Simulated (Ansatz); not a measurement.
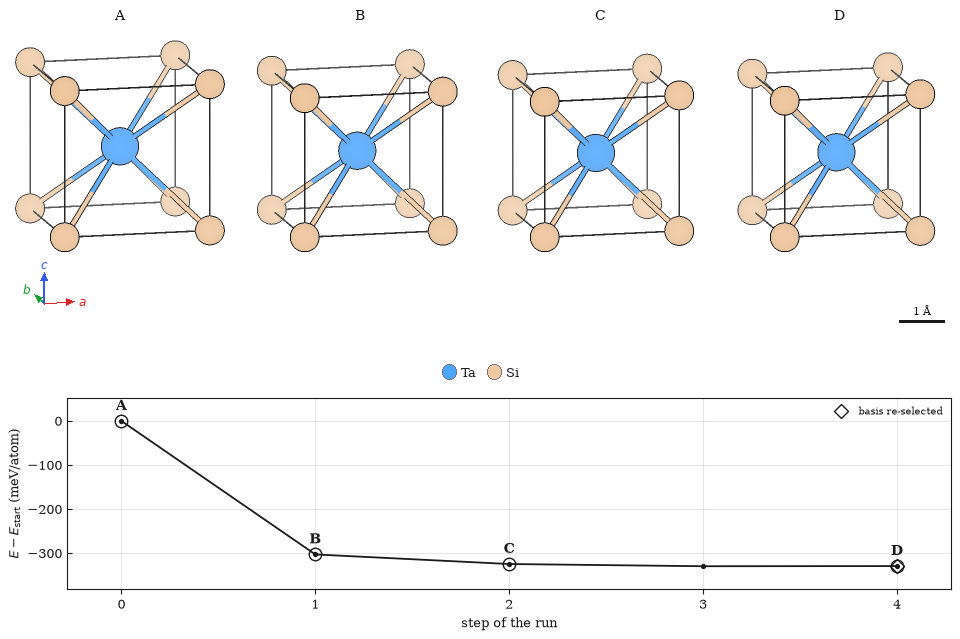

Frames of a relaxation of a crystal of TaSi (a generated structure, set up in Pm-3m) (coarse preliminary run), marked on the history of the run. Style: ball-and-stick. Shown: the cell of the calculation, slightly off an axis.

The calculation used DFT PBE, scalar-relativistic, plane waves, PAW (Ansatz). Settings: plane-wave cutoff 420 eV; k-point mesh 6 × 6 × 6; occupations gaussian; smearing width 0.1 eV; no spin polarisation; cell and atoms relaxed; force threshold 0.04 eV/Å; at most 70 steps.

What happens along the run?

Answer. The atoms keep their places relative to the cell (all moves are under 0.005 Å). The drawn cell changes as follows: a = b = c 3.377 → 3.155 Å (−6.6 %); the volume changes by −18.5 %. Among the contacts that change: Ta–Ta 3.377 → 3.155 Å, Si–Ta 2.925 → 2.732 Å. The space group stays Pm-3m (No. 221). Over 3 accepted moves (4 points after the start) the energy falls by 329 meV per atom. All forces vanish by symmetry, so only the cell relaxes. Pressure: −24.61 GPa at the start and −0.15 GPa at the end. At 1 point the geometry stayed and the basis and grid were re-selected for the new cell (energy shift of 0.3 meV per atom at most each time). From step 0 to 1: volume −13.9 %, energy −303 meV per atom. From step 1 to 2: volume −7.6 %, energy −21.7 meV per atom. From step 2 to 4: volume +2.4 %, energy −4.7 meV per atom.

```json
{"step": "0", "E − E(0), meV/atom": "0.00", "pressure, GPa": "-24.61", "volume, Å³/atom": "19.256", "note": ""}
{"step": "1", "E − E(0), meV/atom": "-302.64", "pressure, GPa": "-9.12", "volume, Å³/atom": "16.575", "note": ""}
{"step": "2", "E − E(0), meV/atom": "-324.33", "pressure, GPa": "4.60", "volume, Å³/atom": "15.322", "note": ""}
{"step": "3", "E − E(0), meV/atom": "-329.36", "pressure, GPa": "-0.11", "volume, Å³/atom": "15.696", "note": ""}
{"step": "4", "E − E(0), meV/atom": "-329.03", "pressure, GPa": "-0.15", "volume, Å³/atom": "15.696", "note": "same geometry, new basis"}
```
